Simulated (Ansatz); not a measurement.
## CdSe (wurtzite): map of one atom of the cell

Starting cell, CdSe (wurtzite):

```xyz
4
Lattice="4.3400 0.0000 0.0000 -2.1700 3.7585 0.0000 0.0000 0.0000 7.0780" Properties=species:S:1:pos:R:3 pbc="T T T"
Cd     2.1700     1.2528     0.0040
Cd     0.0000     2.5057     3.5430
Se     2.1700     1.2528     4.4212
Se     0.0000     2.5057     0.8822
```

Two-dimensional scan of atom 4 (Se, nearest neighbour Cd at 2.655 Å; its periodic images, 4.3 Å or more away, move with it): u runs along (1.000, 0.000, 0.000), v along (0.000, 1.000, 0.000) (Cartesian). Cell and other atoms are fixed.

Method: r2SCAN (plane waves to 500 eV, PAW, scalar-relativistic; Ansatz, a program for electronic structure). k mesh 7×7×4 (Γ-centred), Fermi-Dirac smearing 0.05 eV. E stands for the smeared free energy. Points where atoms come too close for the PAW data are left out (x in tables, blank in figures). CdSe was relaxed with its symmetry unable to fall. ΔE is measured from the undisplaced structure. Axes are in Å.

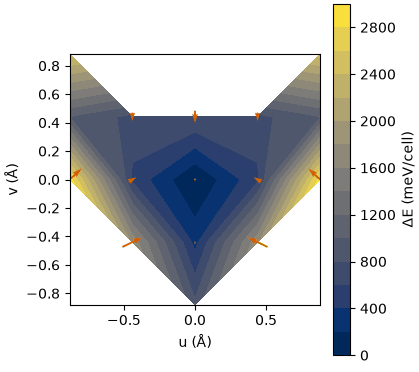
Figure: ΔE (meV/cell) over the plane, with arrows for the in-plane force on the moved atom.

Lowest place on the grid: u = 0.000 Å, v = 0.000 Å (0 meV/cell).

(A displaced cell: forces are minus the slopes of the energy, force constants its curvatures, and phonons follow from these.)
